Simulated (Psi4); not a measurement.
# PBE0/cc-pV(D+d)Z (sweep point 2) run of Si2H6 (disilane)

What is the vertical ionisation energy of Si2H6 (disilane) at PBE0/cc-pV(D+d)Z (sweep point 2)? 

Program for the calculation: Psi4 1.11.

### Step 1. Starting point

Si2H6 has 8 atoms, charge 0, and is taken as a singlet. SMILES: `[SiH3][SiH3]`. The coordinates come from a PBE0-D4/def2-TZVP relaxation.

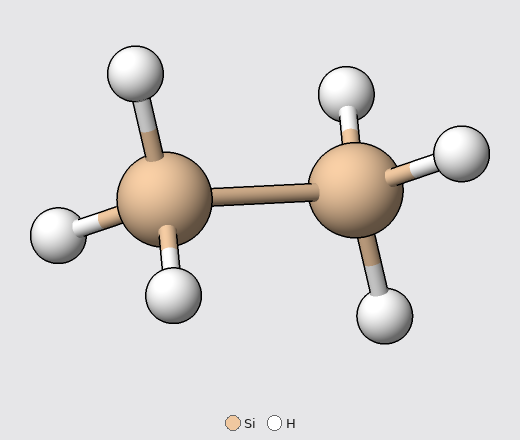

Viewed from a chosen angle; silicon light orange, hydrogen white.

### Step 2. A single-point energy at PBE0/cc-pV(D+d)Z (sweep point 2)

job.inp

```
memory 1.6 GB

molecule system {
  0 1
  Si    -0.340500     0.490200    -1.004900
  Si     0.363500    -0.504400     0.991000
  H      0.833900     0.948200    -1.794900
  H     -1.112900    -0.483900    -1.821900
  H     -1.208000     1.664100    -0.717900
  H      1.139000     0.468600     1.806300
  H      1.228100    -1.680500     0.704000
  H     -0.811000    -0.959200     1.782600
  symmetry c1
}

set reference rks
set puream true
set scf_type pk
set dft_radial_points 99
set dft_spherical_points 590

energy_value, wavefunction = energy("pbe0/cc-pV(D+d)Z", return_wfn=True)
```

The run is started by

```sh
$ psi4 -i job.inp -o job.out -n 1
```

job.out:

```text
[...]
  Running in c1 symmetry.
[...]
  Nuclear repulsion =   90.773081159957201
[...]
  Multiplicity = 1
[...]
  Nalpha       = 17
  Nbeta        = 17
[...]
    Number of basis functions: 76
[...]
   @RKS iter   1:  -582.28387243507632   -4.30531e-01   2.80351e-03 ADIIS/DIIS
[...]
   @RKS iter   6:  -582.32337532258612   -4.92367e-08   9.37061e-08 DIIS
[...]
    Orbital Energies [Eh]
    ---------------------
    Doubly Occupied:
       1A    -66.257881     2A    -66.257878     3A     -5.331355
       4A     -5.331327     5A     -3.665066     6A     -3.664762
       7A     -3.664761     8A     -3.664712     9A     -3.664712
      10A     -3.664478    11A     -0.585807    12A     -0.520928
      13A     -0.375375    14A     -0.375368    15A     -0.349969
      16A     -0.349962    17A     -0.307566
[...]
  @RKS Final Energy:  -582.32337532258612
   => Energetics <=
    Nuclear Repulsion Energy =             90.7730811599572007
    One-Electron Energy =                -986.6920844493280356
    Two-Electron Energy =                 346.6773491109069596
    DFT Exchange-Correlation Energy =     -33.0817211441223265
    Empirical Dispersion Energy =           0.0000000000000000
    VV10 Nonlocal Energy =                  0.0000000000000000
    Total Energy =                       -582.3233753225862301
[...]
 Multipole Moments:
 ------------------------------------------------------------------------------------
     Multipole            Electronic (a.u.)      Nuclear  (a.u.)        Total (a.u.)
 ------------------------------------------------------------------------------------
 L = 1.  Multiply by 2.5417464519 to convert [e a0] to [Debye]
 Dipole X            :         -0.0001235            0.0000845           -0.0000390
 Dipole Y            :          0.0001275           -0.0000845            0.0000430
 Dipole Z            :          0.0001311           -0.0000845            0.0000465
 Magnitude           :                                                    0.0000744
[...]
```

Wall time 12 s (1 thread of Intel Xeon Platinum 8488C (Sapphire Rapids), shared host); peak memory 1.2 GiB.

### Step 3. The doublet cation, same level

job.dat

```
memory 1600 mb

molecule mol {
  1 2
  Si    -0.340500     0.490200    -1.004900
  Si     0.363500    -0.504400     0.991000
  H      0.833900     0.948200    -1.794900
  H     -1.112900    -0.483900    -1.821900
  H     -1.208000     1.664100    -0.717900
  H      1.139000     0.468600     1.806300
  H      1.228100    -1.680500     0.704000
  H     -0.811000    -0.959200     1.782600
  symmetry c1
}

set {
  basis                cc-pV(D+d)Z
  reference            uks
  puream               true
  scf_type             pk
  dft_radial_points    99
  dft_spherical_points 590
  maxiter              150
}

energy_value = energy("pbe0")
```

The run is started by

```sh
$ psi4 job.dat job.out -n 1
```

job.out:

```text
[...]
  Running in c1 symmetry.
[...]
  Nuclear repulsion =   90.773081159957201
[...]
  Multiplicity = 2
[...]
  Nalpha       = 17
  Nbeta        = 16
[...]
    Number of basis functions: 76
[...]
   @UKS iter   1:  -581.92642274441971   -7.30812e-02   1.70007e-03 DIIS/ADIIS
[...]
   @UKS iter   7:  -581.93660626456051   -1.18137e-08   2.37020e-07 DIIS
[...]
   @S^2 Observed:                7.526742718E-01
[...]
    Orbital Energies [Eh]
    ---------------------
    Alpha Occupied:
       1A    -66.519321     2A    -66.519318     3A     -5.592762
       4A     -5.592725     5A     -3.933065     6A     -3.932413
       7A     -3.923251     8A     -3.923251     9A     -3.923198
      10A     -3.923198    11A     -0.849199    12A     -0.756890
      13A     -0.605270    14A     -0.605265    15A     -0.584378
      16A     -0.575942    17A     -0.575937
    Alpha Virtual:
      18A     -0.217812    19A     -0.217808    20A     -0.194474
      21A     -0.153058    22A     -0.135960    23A     -0.135953
      24A     -0.108509    25A      0.004619    26A      0.036565
[...]
  @UKS Final Energy:  -581.93660626456051
   => Energetics <=
    Nuclear Repulsion Energy =             90.7730811599572007
    One-Electron Energy =                -978.1701375151153570
    Two-Electron Energy =                 338.3153271639901050
    DFT Exchange-Correlation Energy =     -32.8548770733924229
    Empirical Dispersion Energy =           0.0000000000000000
    VV10 Nonlocal Energy =                  0.0000000000000000
    Total Energy =                       -581.9366062645605098
[...]
 Multipole Moments:
 ------------------------------------------------------------------------------------
     Multipole            Electronic (a.u.)      Nuclear  (a.u.)        Total (a.u.)
 ------------------------------------------------------------------------------------
 L = 1.  Multiply by 2.5417464519 to convert [e a0] to [Debye]
 Dipole X            :         -0.0001004            0.0000845           -0.0000159
 Dipole Y            :          0.0001115           -0.0000845            0.0000269
 Dipole Z            :          0.0000912           -0.0000845            0.0000067
 Magnitude           :                                                    0.0000320
[...]
```

It took 17 s on 1 thread of Intel Xeon Platinum 8488C (Sapphire Rapids), shared host; peak memory 1.2 GiB.

### Step 4. Summary of results

At PBE0/cc-pV(D+d)Z (sweep point 2):

| quantity | value |
| --- | --- |
| singlet Si2H6: total energy | -582.32338 Eh |
| singlet Si2H6: dipole moment | 0.00 D |
| singlet Si2H6: HOMO energy | -8.37 eV |
| singlet Si2H6: LUMO energy | 0.46 eV |
| singlet Si2H6: HOMO–LUMO gap | 8.83 eV |
| doublet cation: total energy | -581.93661 Eh |
| doublet cation: HOMO energy (highest over α and β) | -15.43 eV |
| doublet cation: LUMO energy (lowest over α and β) | -12.61 eV |
| doublet cation: ⟨S²⟩ | 0.753 |
| vertical ionisation energy (to the doublet cation) | 10.525 eV |

The vertical ionisation energy comes to 10.52 eV (243 kcal/mol). −ε(HOMO) before ionisation, 8.37 eV, is 2.16 eV below this ionisation energy.
